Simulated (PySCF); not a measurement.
C₆H₇FGe

Input

```
{"job": {"kind": "uv", "xc": "PBE0", "basis": "def2-SVPD", "nstates": 8, "ntriplets": 3}, "charge": 0, "multiplicity": 1}
C      3.166996     1.322483     0.456681
C      2.204130     0.897034    -0.125705
Ge     0.660619     0.218691    -1.009422
C     -1.029086     1.133543    -0.489279
C     -1.889277     0.013836     0.014513
C     -1.412522    -1.214175     0.144838
C      0.006479    -1.508275    -0.229406
F      0.055414    -2.534064    -1.169062
H      4.012909     1.696574     0.960617
H      0.960835     0.122661    -2.481355
H     -1.529214     1.661341    -1.302139
H     -0.857545     1.863089     0.304884
H     -2.912408     0.248638     0.275738
H     -2.019137    -2.038088     0.491084
H      0.577392    -1.875298     0.630448
```

Launched as:

```sh
OMP_NUM_THREADS=1 python probes_run.py task.json out
```

Geometry: GFN2-xTB.

Method: PBE0/def2-SVPD, SCF density, gas phase (PySCF 2.14.0).

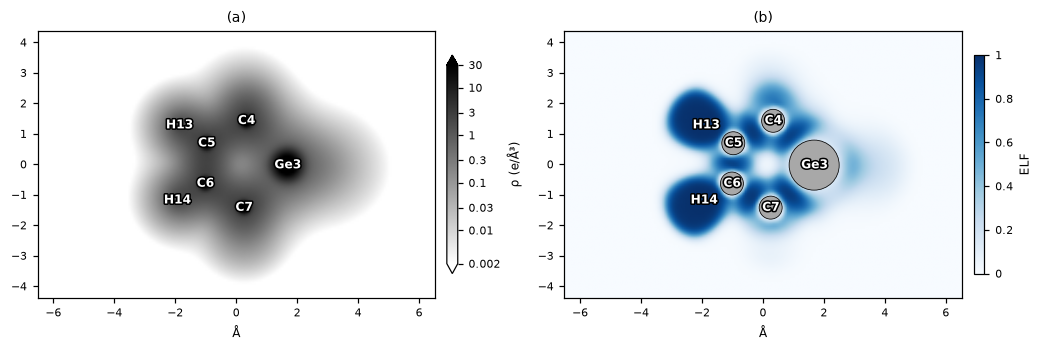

Figure 1. (a) electron density; (b) electron localisation function on the plane of atoms C4, C5 and H13. Grey discs cover the atomic cores in the ELF map.

### Read the bonding off the picture.

Atoms in the plane: Ge, C and H.
C–H (1.08 Å): the density is about 2 e/Å³ at the midpoint; the ELF climbs to about 1 towards the hydrogen, as it does in any bond to H (a covalent bond by its length).
C–C (1.32 Å): ρ at the midpoint is about 2.3 e/Å³; the ELF peaks at about 0.95 between the atoms: a multiple bond.
C–Ge (1.99 Å): ρ at the midpoint is about 0.84 e/Å³; the ELF peaks at about 0.95 in the valence shell of C, 0.7 Å from its nucleus, and is about 0.75 at the midpoint.

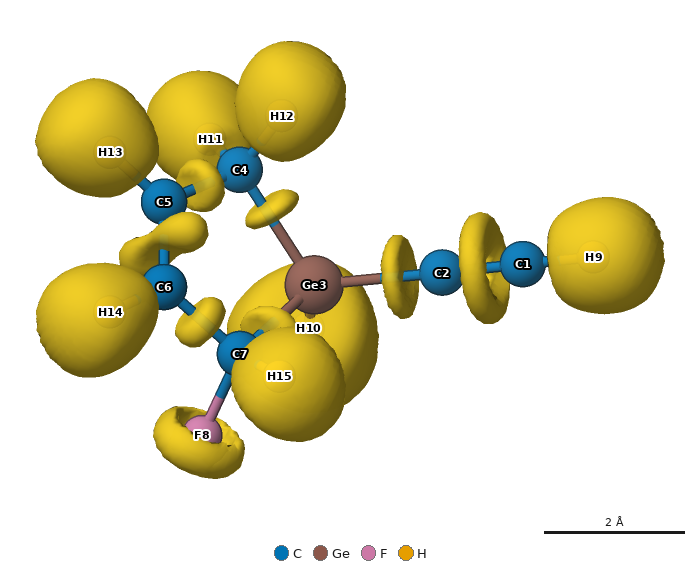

Figure 2. Isosurface of the ELF at 0.85 (yellow), seen at a tilt. Core shells and regions of very low density are left out.

### What do the ELF domains correspond to?

The surface consists of four regions between bonded C–C atoms (shared pairs), seven regions around hydrogen nuclei, three lobes of the valence shell of C pointing towards Ge (polar bonds) and one region wrapped around F (its valence shell).


C–C (1.20 Å): the ELF peaks at about 0.85 between the atoms: a multiple bond. C–F (1.39 Å): the ELF peaks at about 0.85 between the atoms; a shared but strongly polarised pair.

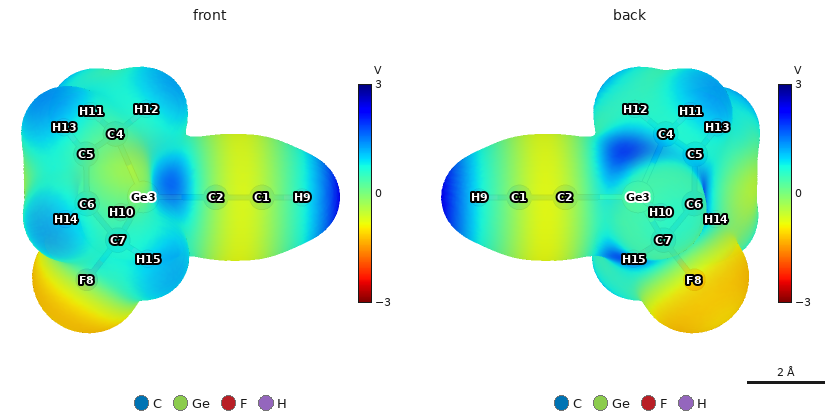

Figure 3. The electrostatic potential painted on the density surface at 0.004 e/bohr³, seen from the front and from behind; the colour scale runs from red (negative) to blue (positive).

### Describe the electrostatic potential map.

The most negative region (about −1.2 V) lies over F8, the most positive (about +2.2 V) over H9.
